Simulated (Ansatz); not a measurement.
C₃H₄In (charge +1): geometry relaxation

- system: C₃H₄In, charge +1, SMILES [CH2+]C#[C][InH2]
- method: RHF-MP2, frozen core/def2-TZVP (Ansatz 0.2.0)

Figures and captions count atoms from 1; the log counts them from 0 in places.

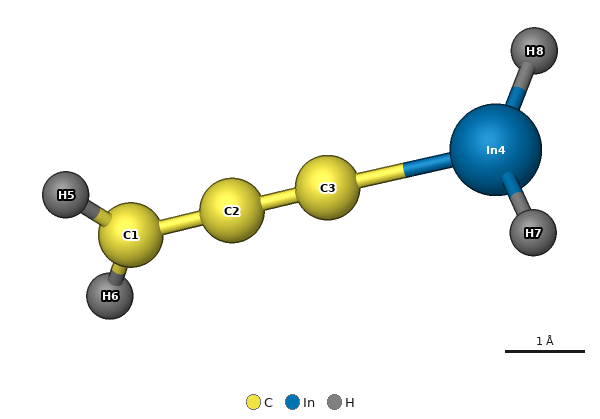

Figure 1. The starting structure (ball-and-stick view, seen at a tilt; atoms are numbered from 1 in the order of the input). Sticks mark near contacts. Bond lengths as drawn: C–C 1.27 to 1.35 Å, C–H 1.11 Å, C–In 2.23 Å and H–In 1.71 Å.

## Key numbers

| quantity | value |
| --- | --- |
| outcome | converged |
| total energy | −8313.2048 eV |
| mean-field energy | −8294.2791 eV |
| largest force (length of the vector) at the end | under 0.001 eV/Å |
| hardware | 1 thread of Intel Xeon (Sapphire Rapids), 16 GiB of memory available, shared host |
| wall time | 83 s |
| peak memory | 0.56 GiB |

## Input
```yaml
crystal:
  periodic: [false, false, false]
  atoms:
    - { symbol: C, position_ang: [1.761728, 1.453978, -0.249085] }
    - { symbol: C, position_ang: [0.734318, 0.597677, -0.090294] }
    - { symbol: C, position_ang: [-0.235718, -0.209152, 0.056261] }
    - { symbol: In, position_ang: [-1.957809, -1.616089, 0.277063] }
    - { symbol: H, position_ang: [1.717835, 2.48289, 0.159746] }
    - { symbol: H, position_ang: [2.67865, 1.153338, -0.793698] }
    - { symbol: H, position_ang: [-2.959351, -1.36948, -1.086441] }
    - { symbol: H, position_ang: [-1.739664, -2.493173, 1.726448] }
total_charge: 1
basis:
  gaussian: { orbitals: def2-TZVP }
hamiltonian:
  xc: hf
output:
  forces: true
correlation:
  method: mp2
relax:
  f_tol: 0.003
  max_steps: 120
```

Run as:
```bash
ansatz run input.yaml --threads 1 --pin off --max-ram 2560MiB --backend cpu --events-out ev --progress --plain --runs-dir out
```

## What the program printed
```
The last accepted step is kept in [file] (removed where the run ends without a failure and the disk answers)
Engine: ansatz 0.2.0, x86_64-unknown-linux-gnu
Functional definition: HF
  exchange = exact_x
  correlation = 0
these checks for a lower state are left out or cut short: cluster_reference
1405 factors; integrals over basis functions are off by at most 2.8e-4 eV
mean field evaluation 1: about -8284.9732 eV, gradient 4.7e1 eV
mean field evaluation 2: about -8285.3573 eV, gradient 4.6e1 eV
mean field evaluation 4: about -8293.9802 eV, gradient 5.6e0 eV
mean field evaluation 8: about -8294.1988 eV, gradient 8.3e-1 eV
mean field evaluation 16: about -8294.2048 eV, gradient 1.8e-5 eV
mean field evaluation 32: about -8294.2042 eV, gradient 2.1e-1 eV
mean field -8294.20481083 eV, -304.8064047842 hartree, gradient 2.5e-6 eV, S^2 0.000000; 0 other end points of the search recorded, 0 dependent functions left out; unrestricted orbitals would lower it
7 core orbitals not correlated: weight in the atoms' cores, before any rotation towards them, 1.000 or more for the frozen orbitals, at most 0.000 for the correlated occupied ones
reference -8294.20481083 eV, -304.8064047842 hartree; 14, 14 occupied and 146, 146 virtual orbitals, 1405 factors
second order -18.94785149 eV of doubles, -0.00000000 eV of singles
the calculation of the forces begins
relax step   1: F+E_penalty+E_count = -8313.15266233 eV  Δ(F+E_penalty+E_count) = +0.000e0 eV  max|allowed force component| = 1.264e0 eV/Å  Δτ_max = 0.0000 Å  (82 SCF iters, accepted)
these checks for a lower state are left out or cut short: starts, cluster_reference, orbital_swaps, neighbouring_geometries, increment
1405 factors; integrals over basis functions are off by at most 3.0e-4 eV
mean field -8294.24853674 eV, -304.8080116817 hartree, gradient 7.8e-6 eV, S^2 0.000000; 0 other end points of the search recorded, 0 dependent functions left out; unrestricted orbitals would lower it
7 core orbitals not correlated: weight in the atoms' cores, before any rotation towards them, 1.000 or more for the frozen orbitals, at most 0.000 for the correlated occupied ones
reference -8294.24853674 eV, -304.8080116817 hartree; 14, 14 occupied and 146, 146 virtual orbitals, 1405 factors
second order -18.94887986 eV of doubles, -0.00000000 eV of singles
the calculation of the forces begins
relax step   2: F+E_penalty+E_count = -8313.19741660 eV  Δ(F+E_penalty+E_count) = -4.475e-2 eV  max|allowed force component| = 2.598e-1 eV/Å  Δτ_max = 0.0745 Å  (58 SCF iters, accepted)
these checks for a lower state are left out or cut short: starts, cluster_reference, orbital_swaps, neighbouring_geometries, increment
1405 factors; integrals over basis functions are off by at most 2.9e-4 eV
mean field -8294.25359306 eV, -304.8081974980 hartree, gradient 7.8e-6 eV, S^2 0.000000; 0 other end points of the search recorded, 0 dependent functions left out; unrestricted orbitals would lower it
7 core orbitals not correlated: weight in the atoms' cores, before any rotation towards them, 1.000 or more for the frozen orbitals, at most 0.000 for the correlated occupied ones
reference -8294.25359306 eV, -304.8081974980 hartree; 14, 14 occupied and 146, 146 virtual orbitals, 1405 factors
second order -18.93258825 eV of doubles, -0.00000000 eV of singles
the calculation of the forces begins
relax step   3: F+E_penalty+E_count = -8313.18618131 eV  Δ(F+E_penalty+E_count) = +1.124e-2 eV  max|allowed force component| = 5.918e-1 eV/Å  Δτ_max = 0.0403 Å  (59 SCF iters, rejected (line search))
these checks for a lower state are left out or cut short: starts, cluster_reference, orbital_swaps, neighbouring_geometries, increment
1405 factors; integrals over basis functions are off by at most 2.9e-4 eV
mean field evaluation 64: about -8294.2762 eV, gradient 4.5e-4 eV
mean field -8294.27618097 eV, -304.8090275883 hartree, gradient 7.8e-6 eV, S^2 0.000000; 0 other end points of the search recorded, 0 dependent functions left out; unrestricted orbitals would lower it
7 core orbitals not correlated: weight in the atoms' cores, before any rotation towards them, 1.000 or more for the frozen orbitals, at most 0.000 for the correlated occupied ones
reference -8294.27618097 eV, -304.8090275883 hartree; 14, 14 occupied and 146, 146 virtual orbitals, 1405 factors
second order -18.92849709 eV of doubles, -0.00000000 eV of singles
the calculation of the forces begins
relax step   4: F+E_penalty+E_count = -8313.20467806 eV  Δ(F+E_penalty+E_count) = -7.261e-3 eV  max|allowed force component| = 2.988e-2 eV/Å  Δτ_max = 0.0201 Å  (57 SCF iters, accepted)
these checks for a lower state are left out or cut short: starts, cluster_reference, orbital_swaps, neighbouring_geometries, increment
1405 factors; integrals over basis functions are off by at most 2.9e-4 eV
mean field -8294.28032677 eV, -304.8091799435 hartree, gradient 7.9e-6 eV, S^2 0.000000; 0 other end points of the search recorded, 0 dependent functions left out; unrestricted orbitals would lower it
7 core orbitals not correlated: weight in the atoms' cores, before any rotation towards them, 1.000 or more for the frozen orbitals, at most 0.000 for the correlated occupied ones
reference -8294.28032677 eV, -304.8091799435 hartree; 14, 14 occupied and 146, 146 virtual orbitals, 1405 factors
second order -18.92446622 eV of doubles, -0.00000000 eV of singles
the calculation of the forces begins
relax step   5: F+E_penalty+E_count = -8313.20479299 eV  Δ(F+E_penalty+E_count) = -1.149e-4 eV  max|allowed force component| = 1.462e-2 eV/Å  Δτ_max = 0.0137 Å  (58 SCF iters, accepted)
these checks for a lower state are left out or cut short: starts, cluster_reference, orbital_swaps, neighbouring_geometries, increment
1405 factors; integrals over basis functions are off by at most 2.9e-4 eV
mean field -8294.27925630 eV, -304.8091406044 hartree, gradient 7.9e-6 eV, S^2 0.000000; 0 other end points of the search recorded, 0 dependent functions left out; unrestricted orbitals would lower it
7 core orbitals not correlated: weight in the atoms' cores, before any rotation towards them, 1.000 or more for the frozen orbitals, at most 0.000 for the correlated occupied ones
reference -8294.27925630 eV, -304.8091406044 hartree; 14, 14 occupied and 146, 146 virtual orbitals, 1405 factors
second order -18.92557405 eV of doubles, -0.00000000 eV of singles
the calculation of the forces begins
relax step   6: F+E_penalty+E_count = -8313.20483034 eV  Δ(F+E_penalty+E_count) = -3.735e-5 eV  max|allowed force component| = 3.574e-3 eV/Å  Δτ_max = 0.0064 Å  (57 SCF iters, accepted)
these checks for a lower state are left out or cut short: starts, cluster_reference, orbital_swaps, neighbouring_geometries, increment
1405 factors; integrals over basis functions are off by at most 2.9e-4 eV
mean field evaluation 96: about -8294.2791 eV, gradient 2.6e-6 eV
mean field -8294.27912114 eV, -304.8091356376 hartree, gradient 7.9e-6 eV, S^2 0.000000; 0 other end points of the search recorded, 0 dependent functions left out; unrestricted orbitals would lower it
7 core orbitals not correlated: weight in the atoms' cores, before any rotation towards them, 1.000 or more for the frozen orbitals, at most 0.000 for the correlated occupied ones
reference -8294.27912114 eV, -304.8091356376 hartree; 14, 14 occupied and 146, 146 virtual orbitals, 1405 factors
second order -18.92571181 eV of doubles, -0.00000000 eV of singles
the calculation of the forces begins
relax step   7: F+E_penalty+E_count = -8313.20483295 eV  Δ(F+E_penalty+E_count) = -2.609e-6 eV  max|allowed force component| = 3.866e-4 eV/Å  Δτ_max = 0.0019 Å  (57 SCF iters, accepted)
these checks for a lower state are left out or cut short: cluster_reference
1405 factors; integrals over basis functions are off by at most 2.9e-4 eV
mean field -8294.27912114 eV, -304.8091356376 hartree, gradient 7.9e-6 eV, S^2 0.000000; 1 other end points of the search recorded, 0 dependent functions left out; unrestricted orbitals would lower it
7 core orbitals not correlated: weight in the atoms' cores, before any rotation towards them, 1.000 or more for the frozen orbitals, at most 0.000 for the correlated occupied ones
reference -8294.27912114 eV, -304.8091356376 hartree; 14, 14 occupied and 146, 146 virtual orbitals, 1405 factors
second order -18.92571181 eV of doubles, -0.00000000 eV of singles
the calculation of the forces begins
mean field evaluation 128: about -8293.9959 eV, gradient 1.6e0 eV
```

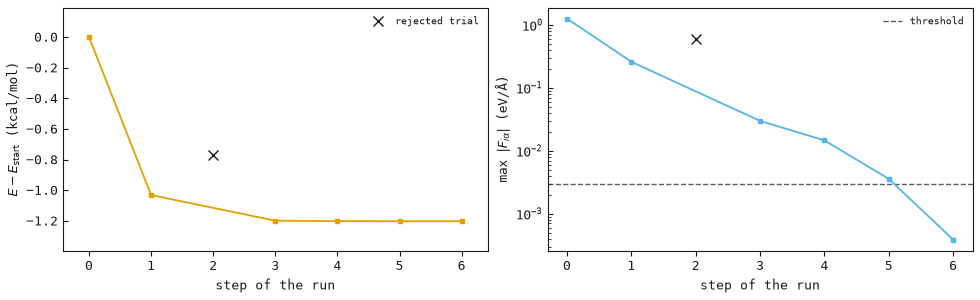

Figure 2. Progress of the relaxation, step by step (the first geometry is step 0 here and step 1 in the log).

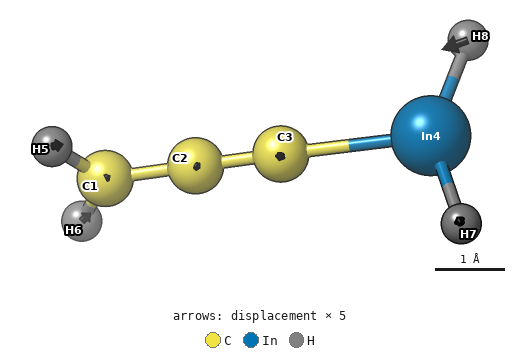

Figure 3. The starting structure with the displacements as black arrows, magnified 5 times (ball-and-stick view, seen at a tilt). The two geometries are laid on each other by the best rigid fit. The atom that moves furthest after the best rigid fit is H8 (0.083 Å). By element the largest moves are H 0.083 Å, C 0.025 Å, In 0.009 Å. Among the contacts that change: In4–H7 1.710 → 1.671 Å, C2–C3 1.270 → 1.250 Å, C1–H5 1.108 → 1.088 Å, C3–In4 2.235 → 2.243 Å. Among the angles that change: H7–In4–H8 145.6° → 148.5°, C3–In4–H8 108.0° → 105.8°. The energy falls by 1.20 kcal/mol in 6 geometry steps. The largest force component goes from 1.3 to 0.00039 eV/Å. The line search rejected the trial step at point 2 (counted from 0) and went back. (Atoms are counted from 1 in the order of the input.)

```
Total energy: -8313.20483295 eV, -305.5046427182 hartree
Atom 0 at     1.752003     1.441221    -0.240970 Å, force    -0.000270    -0.000387     0.000032 eV/Å
Atom 1 at     0.719145     0.591045    -0.098174 Å, force    -0.000051     0.000249    -0.000042 eV/Å
Atom 2 at    -0.240911    -0.198854     0.034138 Å, force     0.000157     0.000134    -0.000123 eV/Å
Atom 3 at    -1.963888    -1.615452     0.270040 Å, force     0.000003    -0.000006    -0.000089 eV/Å
Atom 4 at     1.704706     2.448620     0.168062 Å, force     0.000084    -0.000122     0.000081 eV/Å
Atom 5 at     2.654318     1.137643    -0.768286 Å, force     0.000072     0.000108     0.000075 eV/Å
Atom 6 at    -2.939522    -1.368676    -1.063898 Å, force    -0.000135    -0.000123     0.000034 eV/Å
Atom 7 at    -1.685860    -2.435557     1.699088 Å, force     0.000140     0.000148     0.000032 eV/Å
Dipole moment:     1.185881     0.975563    -0.163155 e Å
Checks for a lower state left out: cluster_reference
```

## Trajectory as extended XYZ (Å, eV, eV/Å), 7 frames, from step=1 to step=7
```
8
Properties=species:S:1:pos:R:3:forces:R:3 step=1 energy=-8313.15266
C     1.7617    1.4540   -0.2491    0.4558   0.3817  -0.0707
C     0.7343    0.5977   -0.0903   -1.1608  -0.9698   0.1789
C    -0.2357   -0.2092    0.0563    1.2643   1.0528  -0.1929
In   -1.9578   -1.6161    0.2771   -0.2974  -0.2312   0.0208
H     1.7178    2.4829    0.1597   -0.0088  -0.6062  -0.2238
H     2.6787    1.1533   -0.7937   -0.5484   0.1400   0.3123
H    -2.9594   -1.3695   -1.0864    0.3244  -0.0539   0.4062
H    -1.7397   -2.4932    1.7264   -0.0291   0.2867  -0.4309
8
Properties=species:S:1:pos:R:3:forces:R:3 step=2 energy=-8313.19742
C     1.7470    1.4400   -0.2444    0.1446   0.1379  -0.0447
C     0.7199    0.5853   -0.0880   -0.0592  -0.0600   0.0222
C    -0.2367   -0.2090    0.0542    0.1246   0.1112  -0.0296
In   -1.9608   -1.6159    0.2735    0.0759   0.0538   0.0028
H     1.7000    2.4559    0.1579   -0.0098  -0.1739  -0.0497
H     2.6508    1.1412   -0.7827   -0.1536   0.0247   0.0928
H    -2.9102   -1.3565   -1.0529   -0.1772   0.0527  -0.2536
H    -1.7102   -2.4409    1.6824    0.0547  -0.1463   0.2598
8
Properties=species:S:1:pos:R:3:forces:R:3 step=3 energy=-8313.18618 accepted=F
C     1.7327    1.4545   -0.2791    0.3652  -0.1607   0.5918
C     0.7126    0.5944   -0.1084   -0.0529   0.0801  -0.1670
C    -0.2372   -0.2036    0.0459   -0.0286  -0.0069  -0.0192
In   -1.9614   -1.6191    0.2775    0.0151   0.0034   0.0105
H     1.7121    2.4435    0.1809   -0.1158   0.0140  -0.2314
H     2.6601    1.1332   -0.7554   -0.1656   0.0811  -0.1829
H    -2.9199   -1.3553   -1.0639   -0.0189  -0.0002  -0.0188
H    -1.6991   -2.4476    1.7025    0.0016  -0.0108   0.0169
8
Properties=species:S:1:pos:R:3:forces:R:3 step=4 energy=-8313.20468
C     1.7504    1.4424   -0.2443   -0.0263  -0.0196   0.0017
C     0.7211    0.5886   -0.0917    0.0037  -0.0004   0.0030
C    -0.2363   -0.2040    0.0472    0.0299   0.0281  -0.0091
In   -1.9625   -1.6168    0.2731    0.0022   0.0050  -0.0043
H     1.7023    2.4514    0.1601   -0.0054   0.0053   0.0065
H     2.6504    1.1410   -0.7763    0.0045  -0.0083  -0.0031
H    -2.9252   -1.3573   -1.0663   -0.0146   0.0013  -0.0166
H    -1.7003   -2.4453    1.6981    0.0060  -0.0114   0.0220
8
Properties=species:S:1:pos:R:3:forces:R:3 step=5 energy=-8313.20479
C     1.7522    1.4423   -0.2423    0.0069   0.0056  -0.0010
C     0.7211    0.5909   -0.0956   -0.0146  -0.0120   0.0021
C    -0.2381   -0.1999    0.0388   -0.0090  -0.0066   0.0001
In   -1.9644   -1.6167    0.2712    0.0115   0.0098  -0.0021
H     1.7040    2.4504    0.1649    0.0020  -0.0007  -0.0005
H     2.6536    1.1390   -0.7713    0.0003   0.0019   0.0011
H    -2.9360   -1.3656   -1.0647   -0.0005   0.0014  -0.0024
H    -1.6924   -2.4405    1.6990    0.0034   0.0008   0.0025
8
Properties=species:S:1:pos:R:3:forces:R:3 step=6 energy=-8313.20483
C     1.7518    1.4413   -0.2413    0.0019   0.0016  -0.0002
C     0.7195    0.5907   -0.0973    0.0012   0.0009  -0.0004
C    -0.2403   -0.1993    0.0355   -0.0036  -0.0027   0.0001
In   -1.9636   -1.6154    0.2703   -0.0007  -0.0006   0.0000
H     1.7044    2.4487    0.1676    0.0004   0.0009   0.0004
H     2.6536    1.1381   -0.7696    0.0009  -0.0001  -0.0001
H    -2.9380   -1.3677   -1.0644   -0.0006   0.0000  -0.0005
H    -1.6875   -2.4364    1.6992    0.0006   0.0000   0.0006
8
Properties=species:S:1:pos:R:3:forces:R:3 step=7 energy=-8313.20483
C     1.7520    1.4412   -0.2410   -0.0003  -0.0004   0.0000
C     0.7191    0.5910   -0.0982   -0.0001   0.0002   0.0000
C    -0.2409   -0.1989    0.0341    0.0002   0.0001  -0.0001
In   -1.9639   -1.6155    0.2700    0.0000   0.0000  -0.0001
H     1.7047    2.4486    0.1681    0.0001  -0.0001   0.0001
H     2.6543    1.1376   -0.7683    0.0001   0.0001   0.0001
H    -2.9395   -1.3687   -1.0639   -0.0001  -0.0001   0.0000
H    -1.6859   -2.4356    1.6991    0.0001   0.0001   0.0000
```
